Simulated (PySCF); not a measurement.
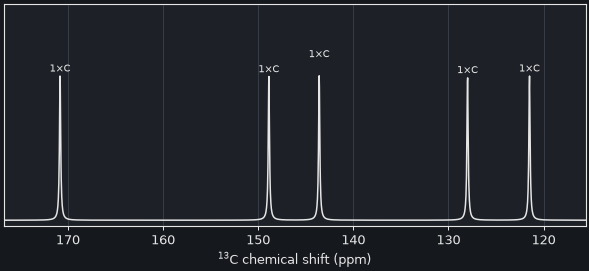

GIAO shifts, PBE0/pcSseg-1 in PySCF, at a GFN2-xTB geometry (no frequency check), against TMS for ¹³C computed at the same level. Gas phase, fully decoupled, line heights follow the number of nuclei, widths are arbitrary (no quadrupolar broadening); values of one conformer, averaged over methyl-type rotors and exact or near symmetry; other conformers aren't averaged in.

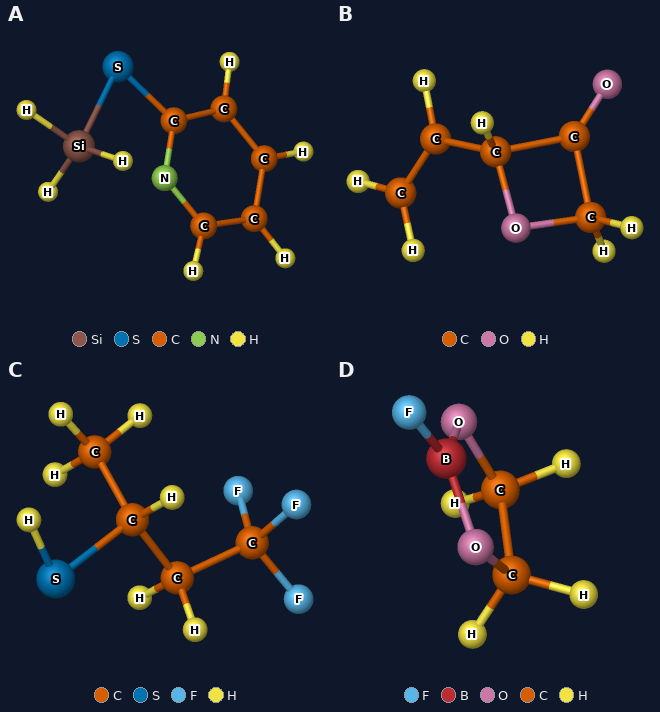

**Which structure fits the spectrum? Choose among the lettered structures.**

Structure A, C₅H₇NSSi, SMILES [SiH3]Sc1ccccn1. Its ¹³C signals: 170.8 (1 C), 148.9 (1 C), 143.6 (1 C), 128.0 (1 C), 121.5 (1 C) ppm.

Known limits of this run: the tight-binding geometry is rougher than a DFT one and adds to the error.
